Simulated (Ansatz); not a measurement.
Fields on a plane of Si3N4 (space group P6_3/m)

```
Si3N4
1.0
    7.62465     0.00000     0.00000
   -3.81232     6.60314     0.00000
    0.00000     0.00000     2.91047
Si N
6 8
Direct
  0.23242   0.82605   0.75000
  0.76758   0.17395   0.25000
  0.40637   0.23242   0.25000
  0.59363   0.76758   0.75000
  0.17395   0.40637   0.75000
  0.82605   0.59363   0.25000
  0.33333   0.66667   0.75000
  0.66667   0.33333   0.25000
  0.97037   0.67000   0.75000
  0.02963   0.33000   0.25000
  0.30037   0.97037   0.25000
  0.69963   0.02963   0.75000
  0.33000   0.30037   0.75000
  0.67000   0.69963   0.25000
```

The slice is a (-1 1 0 0) plane (indices of the conventional cell) through the point (0.174, 0.406, 0.750) (fractional), spanned by u = [001] and v = [110] in vectors of this cell: u (2.91 Å) and v (7.62 Å, at 90° to u). It covers one period; positions are fractions (u, v).

Atoms on it: Si at (0.00, 0.00). Other atoms lie within 1 Å of the plane.

Calculation: PBEsol (plane waves to 420 eV, PAW, scalar-relativistic; Ansatz, a first-principles code). k mesh 4×4×9. Near the nuclei the fields are pseudised (PAW); where an atom keeps semicore shells as valence, they peak there. Si3N4 was relaxed with its symmetry unable to fall.

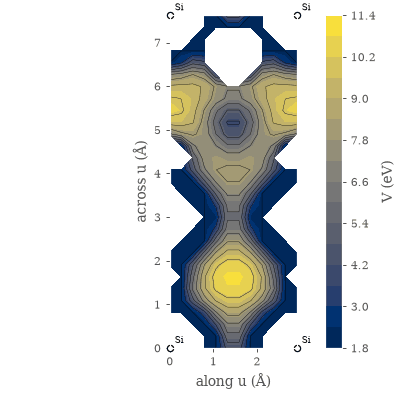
Figure: Electrostatic potential energy of an electron, from the cell's mean, in eV, one period of the plane, atoms marked. Points within 0.7 Å of a nucleus are left white, as the pseudised field means little there. Values under 2 eV are set to 2. The zero, the cell's mean, hangs on the PAW cores.

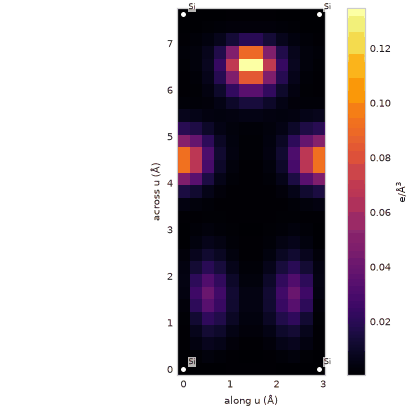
Fig. 1. Density of the highest valence band (whole band, smooth part) in e/Å³, one period of the plane, atoms marked.
